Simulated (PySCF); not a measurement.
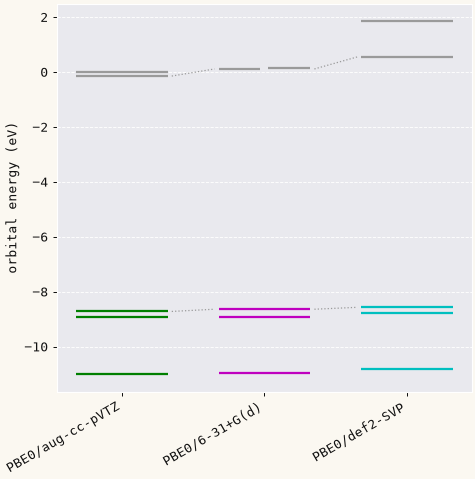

Frontier orbital energies of BNH₄ (boranamine), SMILES BN at one geometry, PySCF 2.14.0, at a PBE0-D3(BJ)/def2-SVP geometry (no frequency check). Empty levels are grey, levels within 0.1 eV stand side by side; all columns show the same few orbitals around the gap. Dotted lines join the HOMOs and the LUMOs.

How do the frontier levels move from column to column?

The separation grows from 8.57 eV (PBE0/aug-cc-pVTZ) to 9.12 eV (PBE0/def2-SVP).

| level | HOMO (eV) | LUMO (eV) | separation (eV) |
| --- | --- | --- | --- |
| PBE0/aug-cc-pVTZ | −8.72 | −0.15 | 8.57 |
| PBE0/6-31+G(d) | −8.64 | 0.11 | 8.75 |
| PBE0/def2-SVP | −8.57 | 0.55 | 9.12 |

Caveats, for all or some of the runs: empty levels above zero depend strongly on the basis.
